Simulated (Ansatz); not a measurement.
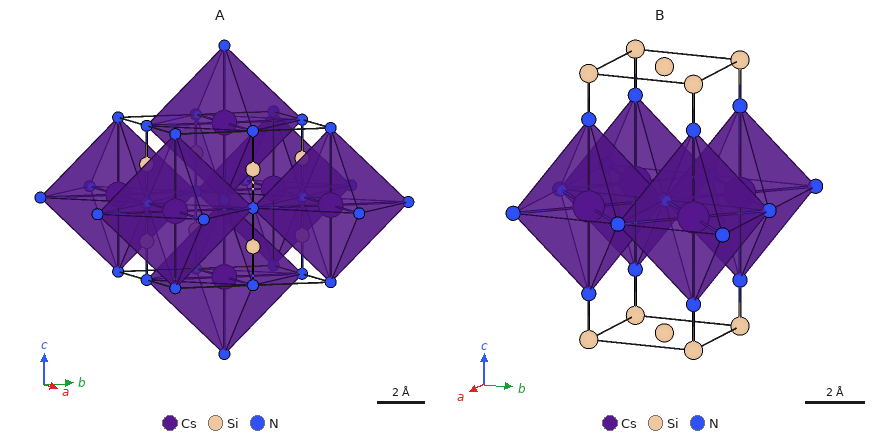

Two structures of CsSi₂N₃, each relaxed to rest (conventional cells in solid outline, small ones repeated, not to one scale). Method: DFT PBE, scalar-relativistic, plane waves, PAW in Ansatz, with collinear spins.

### State the structure in each panel.

A: 12 atoms a cell on a body-centred tetragonal lattice, I4/mmm. B: 6 atoms a cell on a primitive tetragonal lattice, P4/mmm.

### A or B: which is lower in energy?

A is lower, by 438 meV/atom at this level of theory (energies at zero smearing). Volumes: A 28.9, B 24.4 Å³/atom.

One or both may be structure types tried for this composition rather than known phases.
